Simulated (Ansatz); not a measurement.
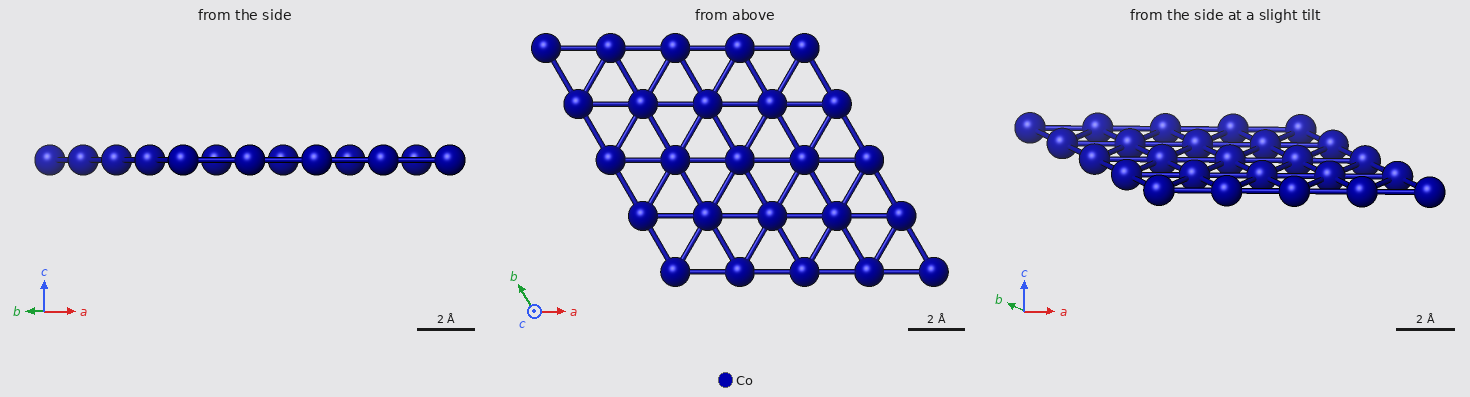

A ball-and-stick picture of a periodic sheet, seen from the side, from above and from the side at a slight tilt. The surface normal points up in side views; the vacuum is left out. 4×4 cells are drawn in the plane, with atoms at the edges repeated.

The cell holds 1 Co.

Q: How far does the slab extend along the normal?

A: About 0.0 Å from the lowest to the highest atom.

Q: What is bonded to what?

A: Each Co has six Co at about 2.3 Å. The bonds build Co layers parallel to the surface.

The model was built from a structure type filled with this element by a generator (whether the element takes this form wasn't checked). A relaxation with Ansatz, DFT PBE, scalar-relativistic, plane waves, PAW gave the geometry drawn.
